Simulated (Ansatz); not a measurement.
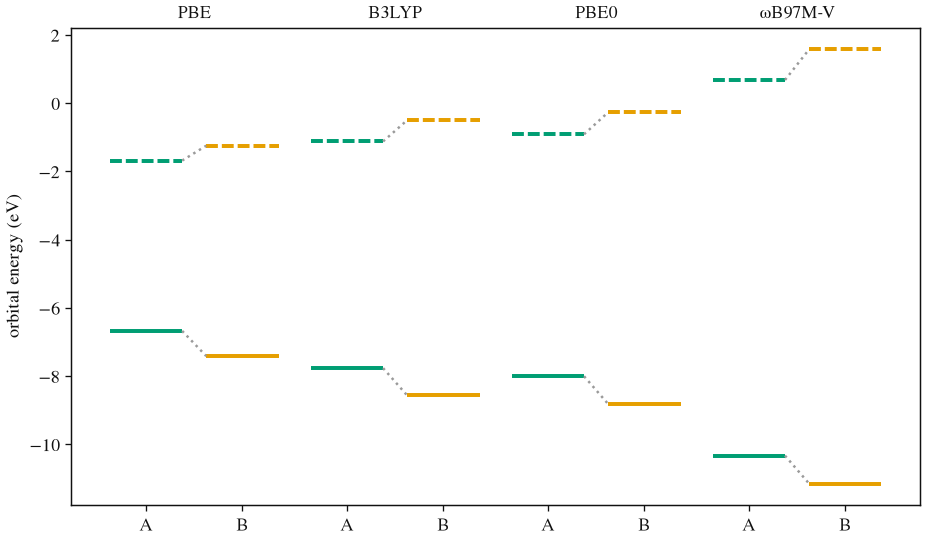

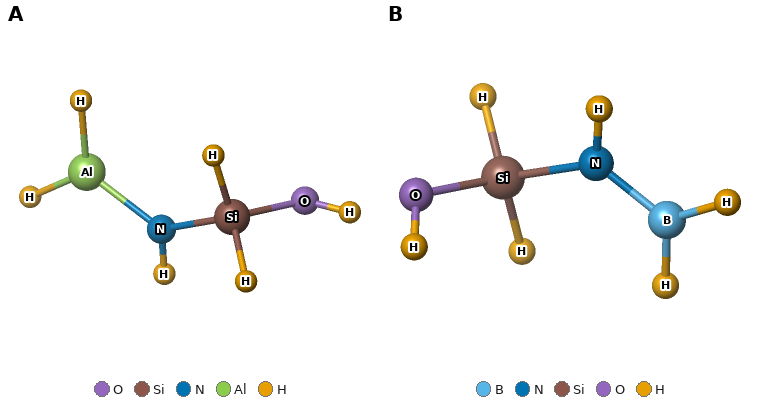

One change: A, AlSiNH₆O (SMILES O[SiH2][NH][AlH2]), becomes B, BSiNH₆O (SMILES BN[SiH2]O). AlH₂ on N is replaced by BH₂. HOMO (solid) and LUMO (dashed) computed in def2-TZVPP at PBE0-D4/def2-TZVP geometries, both minima by their frequencies, gas phase, the Ansatz code. Empty levels above zero depend strongly on the basis.

What does the change do to HOMO and LUMO?

PBE: the HOMO falls by 0.74 eV, the LUMO rises by 0.44 eV, and the separation goes from 4.99 to 6.17 eV. B3LYP: the HOMO falls by 0.80 eV, the LUMO rises by 0.62 eV, and the separation goes from 6.64 to 8.07 eV. PBE0: the HOMO falls by 0.81 eV, the LUMO rises by 0.64 eV, and the separation goes from 7.09 to 8.55 eV. ωB97M-V: the HOMO falls by 0.82 eV, the LUMO rises by 0.90 eV, and the separation goes from 11.01 to 12.73 eV.

Do the functionals agree on the effect?

They agree on the direction for both levels; the HOMO shift lies between −0.82 and −0.74 eV and the LUMO shift between 0.44 and 0.90 eV, while the separations themselves differ by up to 6.6 eV between functionals.

Known limits of this run: one conformer of each flexible molecule.
